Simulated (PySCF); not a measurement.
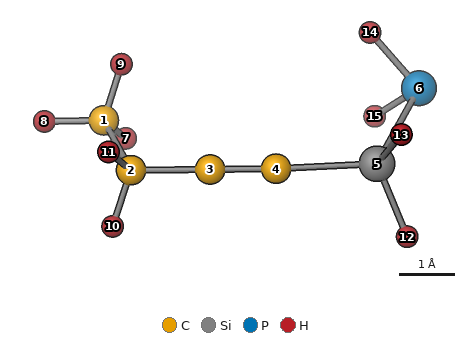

**Figure 1.** The structure (ball-and-stick view, seen at a tilt; atoms are numbered from 1 in the order of the input). Bond lengths as drawn: C–C 1.21 to 1.53 Å, C–H 1.09 Å, C–Si 1.84 Å, H–P 1.38 Å, H–Si 1.47 Å and P–Si 2.25 Å.

**NMR shielding calculation, with input and output: C₄H₉PSi**

C₄H₉PSi, computed with GIAO PBE0/pcSseg-1 NMR shielding, non-relativistic, gas phase (PySCF 2.14.0).

The geometry comes from this level: GFN2-xTB. Figures and captions count atoms from 1; the log counts them from 0 in places.

Output:
```
coarse grid: 13176 points
cycle   1  E = -788.0620534615  dE =  4.230e-01  |g| = 3.995e-01  |ddm| = 3.633e+00
cycle   2  E = -788.0605428207  dE =  1.511e-03  |g| = 4.057e-01  |ddm| = 1.034e+00
cycle   3  E = -788.1031887442  dE = -4.265e-02  |g| = 8.863e-02  |ddm| = 5.121e-01
cycle   4  E = -788.1045375286  dE = -1.349e-03  |g| = 5.039e-02  |ddm| = 1.006e-01
cycle   5  E = -788.1051800665  dE = -6.425e-04  |g| = 6.453e-03  |ddm| = 4.443e-02
cycle   6  E = -788.1051916329  dE = -1.157e-05  |g| = 2.003e-03  |ddm| = 1.169e-02
cycle   7  E = -788.1051925521  dE = -9.192e-07  |g| = 2.930e-04  |ddm| = 2.760e-03
final grid: 117032 points
cycle   8  E = -788.1418449948  dE = -2.384e-05  |g| = 6.259e-03  |ddm| = 4.457e-02
cycle   9  E = -788.1418411147  dE =  3.880e-06  |g| = 7.326e-03  |ddm| = 1.387e-02
cycle  10  E = -788.1418546669  dE = -1.355e-05  |g| = 1.730e-03  |ddm| = 7.225e-03
cycle  11  E = -788.1418554117  dE = -7.448e-07  |g| = 1.887e-04  |ddm| = 1.363e-03
cycle  12  E = -788.1418554199  dE = -8.185e-09  |g| = 4.134e-05  |ddm| = 1.814e-04
cycle  13  E = -788.1418554203  dE = -3.838e-10  |g| = 1.502e-05  |ddm| = 6.551e-05
```

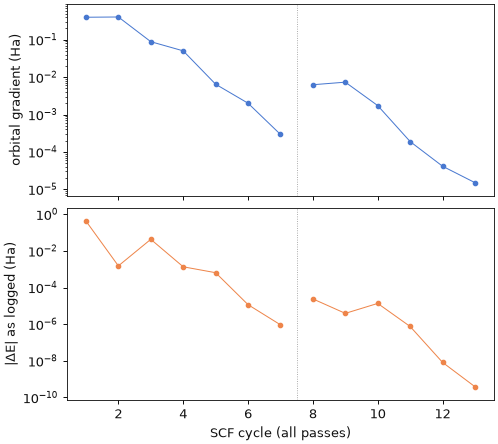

**Figure 2.** Convergence of the self-consistent field: orbital gradient and size of the energy change against the SCF cycle. The dotted line marks the change from a coarse to the final integration grid. The first 7 cycles use a coarse grid, the final grid takes over at cycle 8, and the field converges after 13 cycles in all.

```
converged SCF energy = -788.1418554203

GIAO shielding tensors (ppm)
atom      isotropic    diamagn.    paramagn.     s11        s22        s33       span
  0 C      170.633     247.958     -77.325    158.998    166.335    186.567     27.569
  1 C      170.084     249.955     -79.871    159.886    168.576    181.791     21.905
  2 C       64.699     272.924    -208.224    -33.662    -28.784    256.544    290.206
  3 C      103.455     261.023    -157.568     18.057     27.636    264.673    246.615
  4 Si     425.157     883.033    -457.876    388.745    441.880    444.846     56.101
  5 P      596.342     968.339    -371.998    553.084    603.370    632.571     79.487
  6 H       30.418      30.912      -0.494     26.712     28.997     35.546      8.834
  7 H       30.614      28.050       2.564     26.130     27.600     38.113     11.983
  8 H       30.417      31.026      -0.609     26.712     28.993     35.546      8.834
  9 H       29.310      29.203       0.107     24.110     28.321     35.499     11.390
 10 H       29.313      29.431      -0.118     24.114     28.326     35.498     11.384
 11 H       27.164      29.169      -2.005     23.136     25.771     32.587      9.452
 12 H       27.164      29.242      -2.079     23.131     25.768     32.591      9.460
 13 H       30.396      33.054      -2.657     25.910     27.585     37.694     11.784
 14 H       30.396      32.957      -2.561     25.909     27.593     37.686     11.777
```

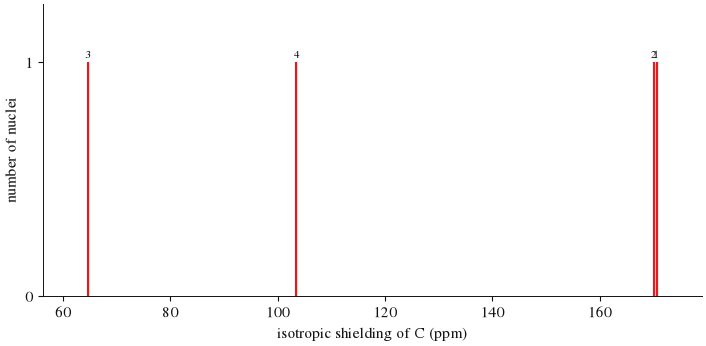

**Figure 3.** Isotropic shieldings of the carbon nuclei in this fixed geometry, labelled by atom number; shielding grows to the right, so chemical shift grows to the left. The least shielded is C3 (64.7 ppm), the most shielded C1 (170.6 ppm).

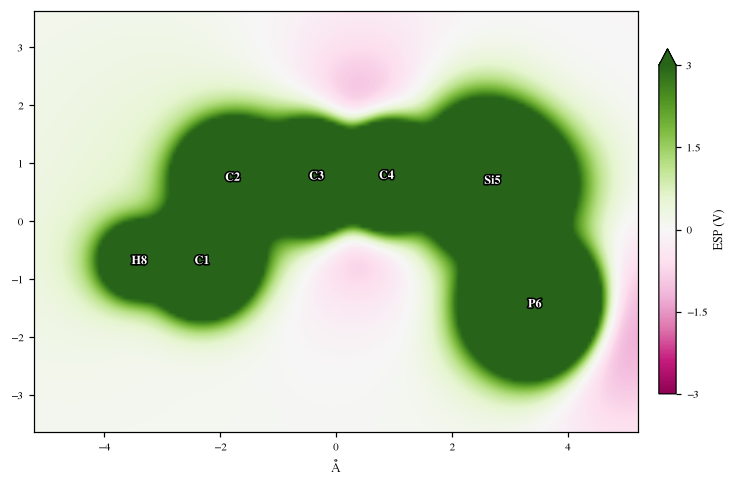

**Figure 4.** Molecular electrostatic potential on the plane of atoms C2, C1 and H8. The plane passes through C, Si, P and H nuclei.

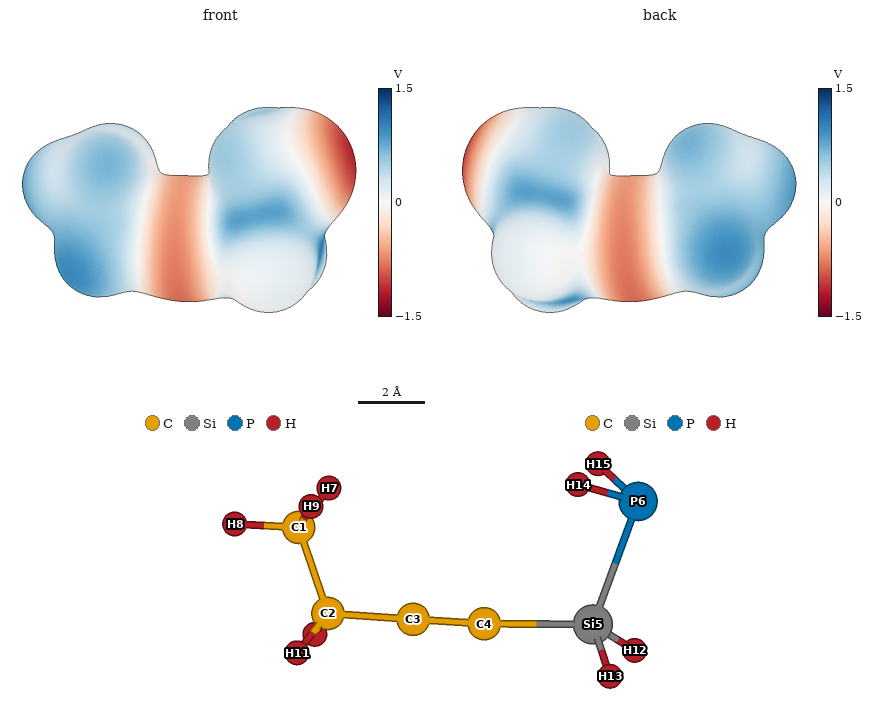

**Figure 5.** The molecular electrostatic potential painted on the density surface at 0.002 e/bohr³, seen at a tilt and from behind; the colour scale runs from red (negative) to blue (positive). The bare structure is drawn below in the same view. A positive charge is drawn to the negative regions and a negative charge to the positive ones.

The run was set up as follows.

The input:
```
{"job": {"kind": "nmr", "xc": "PBE0", "basis": "pcSseg-1"}, "charge": 0, "multiplicity": 1}
C      2.275704     1.163997     0.332816
C      1.896748     0.177894    -0.773614
C      0.541157    -0.302214    -0.602626
C     -0.588984    -0.697753    -0.452830
Si    -2.323626    -1.243077    -0.140888
P     -3.170919    -0.263847     1.696999
H      2.204609     0.686242     1.307446
H      3.295396     1.514934     0.191145
H      1.607729     2.022511     0.321607
H      2.578877    -0.677629    -0.761908
H      1.978477     0.663118    -1.750804
H     -2.339881    -2.690912     0.090301
H     -3.164127    -0.850507    -1.276463
H     -2.736136     1.007158     1.370606
H     -2.059439    -0.501924     2.483853
```

The first line tells a small driver script what to run in PySCF; the rest is the geometry in Å.

Command:
```bash
OMP_NUM_THREADS=1 python <driver script> task.json out
```

Summary:

```json
{"quantity": "outcome", "value": "converged"}
{"quantity": "total energy", "value": "−788.141855 hartree"}
{"quantity": "HOMO", "value": "−7.16 eV"}
{"quantity": "LUMO", "value": "−0.07 eV"}
{"quantity": "dipole moment", "value": "2.43 D"}
{"quantity": "isotropic shielding, C", "value": "64.7 to 170.6 ppm"}
{"quantity": "isotropic shielding, Si", "value": "425.2 ppm"}
{"quantity": "isotropic shielding, P", "value": "596.3 ppm"}
{"quantity": "isotropic shielding, H", "value": "27.2 to 30.6 ppm"}
{"quantity": "hardware", "value": "1 CPU thread, shared host"}
{"quantity": "wall time", "value": "41 s"}
{"quantity": "peak memory", "value": "0.7 GiB"}
```
